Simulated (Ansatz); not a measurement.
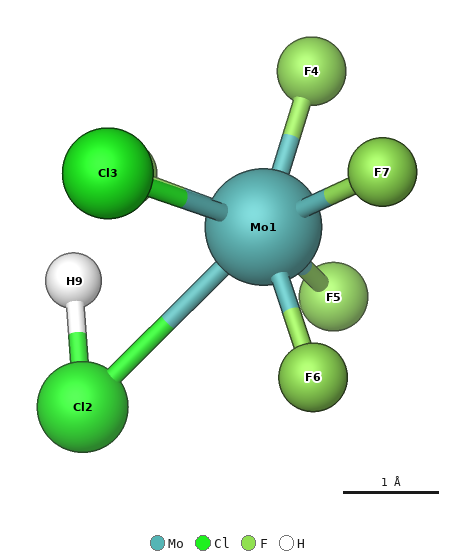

**Figure 1.** The structure (ball-and-stick view, seen at a tilt; atoms are numbered from 1 in the order of the input). Sticks mark near contacts. Bond lengths as drawn: Cl–H 1.48 Å, Cl–Mo 2.27 to 2.77 Å and F–Mo 1.84 to 2.10 Å.

## Frequency calculation, with input and output: MoHCl2F5

MoHCl2F5, computed with RKS PBE-D4/def2-SVP (Ansatz 0.2.0).

It belongs to a series of runs on one base structure; here: vibrations at the highest image of the band. Figures and captions count atoms from 1; the log counts them from 0 in places.

The input
```yaml
crystal:
  periodic: [false, false, false]
  atoms:
    - { symbol: Mo, position_ang: [0.156654, 0.17921, -0.115849] }
    - { symbol: Cl, position_ang: [0.626979, -0.510054, 2.521898] }
    - { symbol: Cl, position_ang: [2.401177, -0.156478, -0.199834] }
    - { symbol: F, position_ang: [-0.046729, 1.771518, -1.032943] }
    - { symbol: F, position_ang: [-1.478189, 0.548824, 0.651408] }
    - { symbol: F, position_ang: [-0.354412, -1.590214, 0.068618] }
    - { symbol: F, position_ang: [0.046048, -0.386658, -1.876418] }
    - { symbol: F, position_ang: [0.750199, 1.705173, 1.197215] }
    - { symbol: H, position_ang: [0.807972, 0.907182, 2.138206] }
basis:
  gaussian: { orbitals: def2-SVP }
hamiltonian:
  xc: pbe
  dispersion: d4
phonons: {}
```

Hardware: 4 threads of Arm Neoverse V2, 24 GiB of memory available, shared host.

Command:
```bash
ansatz run input.yaml --threads 4 --pin off --max-ram 5120MiB --backend cpu --events-out ev --progress --plain --runs-dir out
```

Log
```
Engine: ansatz 0.2.0, aarch64-unknown-linux-gnu
Functional definition: PBE
  parameter kappa = 0.804
  parameter beta = 0.06672455060314922
  exchange = pbe_x(kappa = kappa, mu = beta*pi^2/3)
  correlation = pbe_c(beta = beta)
1491 factors; their error is unknown
mean field evaluation 1: about -40454.6009 eV, gradient 8.3e1 eV
mean field evaluation 2: about -40151.2693 eV, gradient 3.6e2 eV
mean field evaluation 4: about -40461.7489 eV, gradient 5.4e1 eV
mean field evaluation 8: about -40467.1918 eV, gradient 2.2e0 eV
mean field evaluation 16: about -40467.1240 eV, gradient 1.1e-2 eV
mean field -40467.12396739 eV, -1487.1393761996 hartree, gradient 2.1e-5 eV, S^2 0.000000; 0 other end points of the search recorded, 0 dependent functions left out
the calculation of the forces begins
reference -40467.12404197 eV, -1487.1393789406 hartree; 47, 47 occupied and 95, 95 virtual orbitals, 1491 factors
these checks for a lower state are left out or cut short: stability, starts, cluster_reference, orbital_swaps, neighbouring_geometries, increment
1491 factors; their error is unknown
mean field -40467.12384366 eV, -1487.1393716528 hartree, gradient 9.8e-7 eV, S^2 0.000000; 0 other end points of the search recorded, 0 dependent functions left out
[... from here on the field's lines of each further geometry are left out, up to the last ...]
the calculation of the forces begins
reference -40467.12399150 eV, -1487.1393770857 hartree; 47, 47 occupied and 95, 95 virtual orbitals, 1491 factors
these checks for a lower state are left out or cut short: stability, starts, cluster_reference, orbital_swaps, neighbouring_geometries, increment
1491 factors; their error is unknown
mean field evaluation 352: about -40467.1240 eV, gradient 1.8e-4 eV
mean field -40467.12399413 eV, -1487.1393771825 hartree, gradient 2.8e-6 eV, S^2 0.000000; 0 other end points of the search recorded, 0 dependent functions left out
the calculation of the forces begins
reference -40467.12406872 eV, -1487.1393799236 hartree; 47, 47 occupied and 95, 95 virtual orbitals, 1491 factors
WARN: phonons: modes at or below zero, which the zero-point energy, F, S and C_V leave out: 1, the lowest at -274.62 cm⁻¹. A minimum has none, and a first-order saddle one
Total energy: -40467.43407824 eV, -1487.1507725633 hartree
Atom 0 at     0.156654     0.179210    -0.115849 Å, force     0.004840    -0.005291     0.000932 eV/Å
Atom 1 at     0.626979    -0.510054     2.521898 Å, force    -0.005111    -0.006799     0.000818 eV/Å
Atom 2 at     2.401177    -0.156478    -0.199834 Å, force     0.000809    -0.000589    -0.000609 eV/Å
Atom 3 at    -0.046729     1.771518    -1.032943 Å, force    -0.001495    -0.000053     0.000723 eV/Å
Atom 4 at    -1.478189     0.548824     0.651408 Å, force    -0.000036     0.001518     0.001030 eV/Å
Atom 5 at    -0.354412    -1.590214     0.068618 Å, force     0.001875    -0.000648    -0.000710 eV/Å
Atom 6 at     0.046048    -0.386658    -1.876418 Å, force    -0.002563     0.000799    -0.000527 eV/Å
Atom 7 at     0.750199     1.705173     1.197215 Å, force     0.000965    -0.009091     0.017259 eV/Å
Atom 8 at     0.807972     0.907182     2.138206 Å, force     0.000716     0.020154    -0.018916 eV/Å
Dipole moment:     0.230685    -0.009209     0.094865 e Å
Vibrations: -274.62 65.10 110.91 135.56 182.90 196.04 229.17 260.40 273.94 311.82 342.28 398.36 423.94 495.42 582.45 676.68 689.19 696.03 790.22 918.28 1413.06 cm⁻¹, zero-point energy 0.569817 eV
```

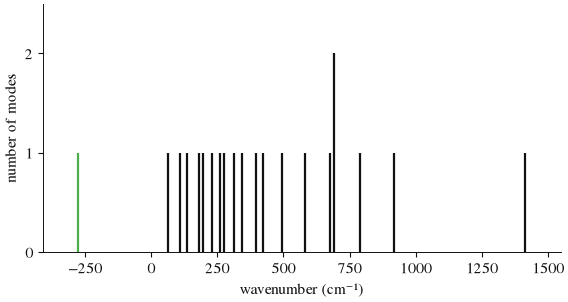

**Figure 2.** Harmonic vibrational wavenumbers from the force constants; neighbouring modes closer than 8 cm⁻¹ are counted in one stick, and imaginary ones are drawn at negative wavenumbers. 21 modes from 275i to 1413 cm⁻¹, 1 imaginary beyond 8i (275i cm⁻¹): a first-order saddle point, if the geometry is stationary.

Summary

```csv
quantity,value
outcome,converged
total energy,−40467.4341 eV
mean-field energy,−40467.1240 eV
largest force (length of the vector),0.028 eV/Å
wall time,63 s (CPU time 4 min)
peak memory,0.22 GiB
```

Remarks

The run takes a singlet; with an open-shell metal another spin state may lie lower.
